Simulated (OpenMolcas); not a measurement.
# BOF (fluoro(oxo)borane) at FNO-MP2/ANO-L-VDZP (RICD fitting, virtual fraction 0.5)

Aim: the energy change on altering one bond length of BOF (fluoro(oxo)borane) at FNO-MP2/ANO-L-VDZP (RICD fitting, virtual fraction 0.5), from 2 runs. 

Program for the calculation: OpenMolcas 26.06.

### Step 1. The molecule

BOF: 3 atoms, total charge 0, spin state singlet. SMILES: `O=BF`. The shape is that of a PBE0-D4/def2-TZVP optimisation.

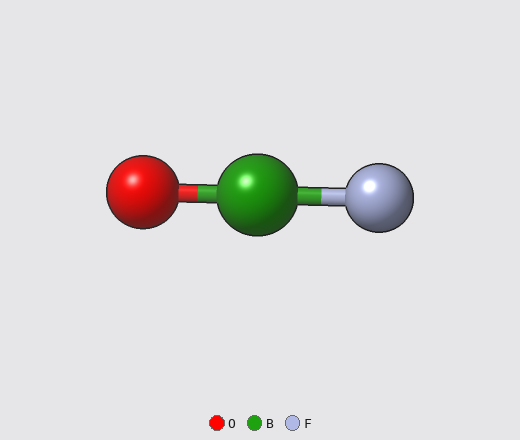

The structure, seen from a chosen angle (oxygen red, boron green, fluorine light blue).

### Step 2. A single-point energy at FNO-MP2/ANO-L-VDZP (RICD fitting, virtual fraction 0.5)

job.input reads:

```
>>> EXPORT MOLCAS_PRINT=2
&GATEWAY
Coord
3
bohr
O      1.85778975    -1.06788423     0.90687957
B      0.03836144    -0.02192082     0.01870829
F     -1.89615119     1.08999403    -0.92558786
Basis=ANO-L-VDZP
Group=NoSym
RICD
&SEWARD
&SCF
PrOrbitals=0
&MBPT2
FNOMP2=0.5
DoMP2
Frozen=3
```

On the command line:

```bash
$ export MOLCAS_MEM=1860
$ pymolcas job.input > job.log
```

Log, cut to the lines that bear on the results:

```text
--- Start Module: gateway ---
[...]
--- Stop Module: gateway /rc=_RC_ALL_IS_WELL_ ---
[...]
      Basis functions           42
[...]
--- Start Module: scf ---
[...]
       Convergence after  11 Iterations
[...]
::    Total SCF energy                               -199.1081385279
[...]
      Total spin, S                                     0.0000000000
[...]
      Total electronic charge=   22.000000
      Total            charge=   -0.000000
[...]
      Dipole Moment (debye):
      Origin of the operator (angstrom)=   -0.0677    0.0390   -0.0331
                   X= -1.7305E+00               Y=  9.9501E-01               Z= -8.4482E-01           Total=  2.1676E+00
      Quadrupole Moment (debye*angstrom):
[...]
--- Stop Module: scf /rc=_RC_ALL_IS_WELL_ ---
--- Start Module: mbpt2 ---
[...]
WARNING!
Default frozen orbitals as non valence orbitals is overwritten by user input.
Default values:   3
[...]
       Reference weight ( Cref**2 )         =        0.89751
::    Total MBPT2 energy                             -199.4906885657
[...]
--- Stop Module: mbpt2 /rc=_RC_ALL_IS_WELL_ ---
[...]
```

Wall time 2.1 s (1 thread of Arm Neoverse V2, shared host); peak memory 0.1 GiB.

### Step 3. The distorted shape at the same level

job.inp reads:

```
&GATEWAY
  COORD
  3
  bohr
  O      2.05131472    -1.17911729     1.00134509
  B      0.23188640    -0.13315388     0.11317381
  F     -1.89615119     1.08999403    -0.92558786
  BASIS=ANO-L-VDZP
  GROUP=NoSym
  RICD

&SEWARD

&SCF
  PRORBITALS=0

&MBPT2
  FNOMP2=0.5
  DOMP2
  FROZEN=3
```

On the command line:

```bash
$ export MOLCAS_MEM=1860
$ pymolcas job.inp > job.log
```

Log, cut to the lines that bear on the results:

```text
--- Start Module: gateway ---
[...]
--- Stop Module: gateway /rc=_RC_ALL_IS_WELL_ ---
[...]
      Basis functions           42
[...]
--- Start Module: scf ---
[...]
       Convergence after  11 Iterations
[...]
::    Total SCF energy                               -199.1001305030
[...]
      Total spin, S                                     0.0000000000
[...]
      Total electronic charge=   22.000000
      Total            charge=   -0.000000
[...]
      Dipole Moment (debye):
      Origin of the operator (angstrom)=   -0.0076    0.0044   -0.0037
                   X= -1.2383E+00               Y=  7.1206E-01               Z= -6.0453E-01           Total=  1.5511E+00
      Quadrupole Moment (debye*angstrom):
[...]
--- Stop Module: scf /rc=_RC_ALL_IS_WELL_ ---
--- Start Module: mbpt2 ---
[...]
WARNING!
Default frozen orbitals as non valence orbitals is overwritten by user input.
Default values:   3
[...]
       Reference weight ( Cref**2 )         =        0.89320
::    Total MBPT2 energy                             -199.4893582527
[...]
--- Stop Module: mbpt2 /rc=_RC_ALL_IS_WELL_ ---
[...]
```

It took 2.1 s on 1 thread of Arm Neoverse V2, shared host; peak memory 0.1 GiB.

### Step 4. What came out

Level: FNO-MP2/ANO-L-VDZP (RICD fitting, virtual fraction 0.5), 3 core orbitals frozen.

| quantity | value |
| --- | --- |
| first shape: total energy | -199.49069 Eh |
| first shape: dipole moment (mean-field density) | 2.17 D |
| first shape: HOMO energy (Hartree–Fock orbitals) | -14.77 eV |
| first shape: LUMO energy (Hartree–Fock orbitals) | 1.93 eV |
| first shape: HOMO–LUMO gap (Hartree–Fock orbitals) | 16.70 eV |
| first shape: correlation energy (3 core orbitals frozen) | -382.6 mEh |
| distorted shape: total energy | -199.48936 Eh |
| distorted shape: dipole moment (mean-field density) | 1.55 D |
| distorted shape: HOMO energy (Hartree–Fock orbitals) | -15.13 eV |
| distorted shape: LUMO energy (Hartree–Fock orbitals) | 1.89 eV |
| distorted shape: HOMO–LUMO gap (Hartree–Fock orbitals) | 17.01 eV |
| distorted shape: correlation energy (3 core orbitals frozen) | -389.2 mEh |
| energy change with the B2–F3 bond stretched from 1.282 to 1.410 Å | 0.036 eV |

With the B2–F3 bond stretched from 1.282 to 1.410 Å the energy rises by 0.04 eV (3.5 kJ/mol). The first shape isn't relaxed at this level, so the change isn't measured from a minimum. Mulliken charges (first shape) of the mean-field density run from -0.27 on F3 to +0.45 on B2; they depend strongly on the basis. Mulliken charges (distorted shape) of the mean-field density run from -0.34 on F3 to +0.49 on B2; they depend strongly on the basis.
